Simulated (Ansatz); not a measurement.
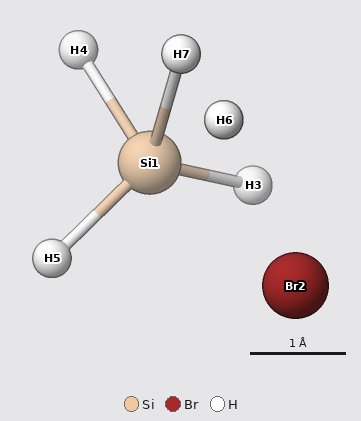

**Figure 1.** The input geometry of run A (ball-and-stick view, seen at an oblique angle; atoms are numbered from 1 in the order of the input). Bond lengths as drawn: H–Si 1.47 to 1.71 Å.

**Two runs on SiH5Br**

System: SiH5Br.
Method of run A: RHF-CCSD(T), frozen core/def2-TZVPP (Ansatz 0.2.0).

The geometry comes from this level: PBE0-D4/def2-TZVP. Text and figures count atoms from 1; the logs count them from 0 in places.

## The input, run A
```yaml
crystal:
  periodic: [false, false, false]
  atoms:
    - {symbol: Si, position_ang: [-0.473669, -0.261687, 0.144836]}
    - {symbol: Br, position_ang: [1.346429, 0.114254, -1.778633]}
    - {symbol: H, position_ang: [-1.442960, 0.315556, -0.800281]}
    - {symbol: H, position_ang: [-1.061820, -0.046810, 1.505665]}
    - {symbol: H, position_ang: [-0.066243, -1.675881, 0.111600]}
    - {symbol: H, position_ang: [1.032616, 0.720527, 0.008198]}
    - {symbol: H, position_ang: [0.665648, 0.834039, 0.808615]}
basis:
  gaussian: {orbitals: def2-TZVPP}
correlation: {method: ccsd_t}
```

Launched with:
```bash
ansatz run in.yaml --threads 2 --pin off --events-out ev --progress --plain --max-ram 4352MiB
```

Hardware: 2 CPU threads, shared host.

## Output (run A)
```
Functional definition: HF
  exchange = exact_x
  correlation = 0
941 factors; integrals over basis functions are off by at most 7.4e-4 eV
mean field evaluation 1: about -77936.7091 eV, gradient 1.8e1 eV
mean field evaluation 2: about -77936.8378 eV, gradient 1.8e1 eV
mean field evaluation 4: about -77938.2682 eV, gradient 2.7e0 eV
mean field evaluation 8: about -77938.2903 eV, gradient 1.3e-1 eV
mean field evaluation 16: about -77937.9350 eV, gradient 8.3e0 eV
mean field -77938.29045138 eV, -2864.1793456175 hartree, gradient 5.1e-6 eV, S^2 0.000000; 0 other end points of the search recorded, 0 dependent functions left out
14 core orbitals not correlated: weight in the atoms' cores, before any rotation towards them, 1.000 or more for the frozen orbitals, at most 0.000 for the correlated occupied ones
reference -77938.29045138 eV, -2864.1793456175 hartree; 13, 13 occupied and 133, 133 virtual orbitals, 941 factors
second order -12.32777540 eV of doubles, -0.00000000 eV of singles
cycle   1  -12.81196721 eV  change   -4.8e-1 eV  update   7.7e-2
cycle   2  -13.17658796 eV  change   -3.6e-1 eV  update   2.3e-2
cycle   3  -13.22616028 eV  change   -5.0e-2 eV  update   1.2e-2
cycle   4  -13.21387015 eV  change    1.2e-2 eV  update   3.3e-3
cycle   5  -13.21457901 eV  change   -7.1e-4 eV  update   1.6e-3
cycle   6  -13.21469326 eV  change   -1.1e-4 eV  update   5.4e-4
cycle   7  -13.21453045 eV  change    1.6e-4 eV  update   2.1e-4
cycle   8  -13.21463868 eV  change   -1.1e-4 eV  update   7.2e-5
cycle   9  -13.21465836 eV  change   -2.0e-5 eV  update   2.1e-5
perturbative correction -0.43958262 eV, -0.0161543635 hartree
Total energy: -77951.94469237 eV, -2864.6811297186 hartree
```

The input of run B differs as follows (lines with − go, lines with + come):
```diff
-    - {symbol: Si, position_ang: [-0.473669, -0.261687, 0.144836]}
-    - {symbol: Br, position_ang: [1.346429, 0.114254, -1.778633]}
-    - {symbol: H, position_ang: [-1.442960, 0.315556, -0.800281]}
-    - {symbol: H, position_ang: [-1.061820, -0.046810, 1.505665]}
-    - {symbol: H, position_ang: [-0.066243, -1.675881, 0.111600]}
-    - {symbol: H, position_ang: [1.032616, 0.720527, 0.008198]}
-    - {symbol: H, position_ang: [0.665648, 0.834039, 0.808615]}
+    - {symbol: Si, position_ang: [-0.779058, -0.251176, 0.633670]}
+    - {symbol: Br, position_ang: [2.172142, 0.484745, -2.244551]}
+    - {symbol: H, position_ang: [-1.608292, 0.240753, -0.493290]}
+    - {symbol: H, position_ang: [-1.559398, -0.216114, 1.895177]}
+    - {symbol: H, position_ang: [-0.315425, -1.632890, 0.358837]}
+    - {symbol: H, position_ang: [1.681312, 0.738683, -0.932682]}
+    - {symbol: H, position_ang: [0.408719, 0.636000, 0.782837]}
```

How does run B compare with run A?

With the same method and basis, run B lies 40.4 kcal/mol lower.

## Output (run B)
```
Functional definition: HF
  exchange = exact_x
  correlation = 0
937 factors; integrals over basis functions are off by at most 1.0e-3 eV
mean field evaluation 1: about -77939.2535 eV, gradient 1.4e1 eV
mean field evaluation 2: about -77939.3364 eV, gradient 1.4e1 eV
mean field evaluation 4: about -77940.4293 eV, gradient 2.1e0 eV
mean field evaluation 8: about -77940.4426 eV, gradient 1.1e-1 eV
mean field evaluation 16: about -77940.2059 eV, gradient 5.0e0 eV
mean field -77940.44262049 eV, -2864.2584363736 hartree, gradient 1.9e-6 eV, S^2 0.000000; 0 other end points of the search recorded, 0 dependent functions left out
14 core orbitals not correlated: weight in the atoms' cores, before any rotation towards them, 1.000 or more for the frozen orbitals, at most 0.000 for the correlated occupied ones
reference -77940.44262049 eV, -2864.2584363736 hartree; 13, 13 occupied and 133, 133 virtual orbitals, 937 factors
second order -11.82744068 eV of doubles, -0.00000000 eV of singles
cycle   1  -12.49137049 eV  change   -6.6e-1 eV  update   7.1e-2
cycle   2  -12.89198486 eV  change   -4.0e-1 eV  update   2.2e-2
cycle   3  -12.89810417 eV  change   -6.1e-3 eV  update   6.3e-3
cycle   4  -12.89666333 eV  change    1.4e-3 eV  update   2.0e-3
cycle   5  -12.89660799 eV  change    5.5e-5 eV  update   5.5e-4
cycle   6  -12.89631789 eV  change    2.9e-4 eV  update   1.6e-4
cycle   7  -12.89634311 eV  change   -2.5e-5 eV  update   4.1e-5
cycle   8  -12.89636367 eV  change   -2.1e-5 eV  update   1.3e-5
perturbative correction -0.35678768 eV, -0.0131117053 hartree
Total energy: -77953.69577184 eV, -2864.7454807023 hartree
```

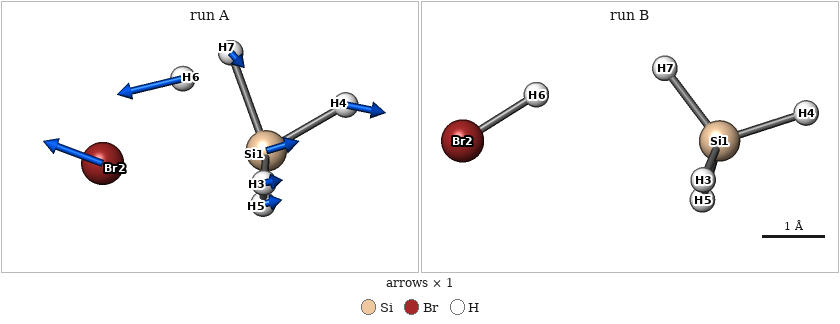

**Figure 2.** The two input geometries at one scale (ball-and-stick view, seen on its broad side). The blue arrows on the first give the shifts of the atoms after the best rigid fit, at true length. H6 moves most after the best rigid fit: 1.12 Å. By element the largest moves are H 1.12 Å, Br 1.05 Å, Si 0.57 Å. Among the contacts that change: Br2–H6 1.913 → 1.424 Å, Si1–H7 1.714 → 1.490 Å, Si1–H4 1.498 → 1.484 Å, Si1–H3 1.472 → 1.483 Å.

## The two runs side by side

```csv
quantity,run A,run B
outcome,converged,converged
total energy (hartree),−2864.681130,−2864.745481
basis functions,160,160
wall time (shared host),11 s,10 s
```
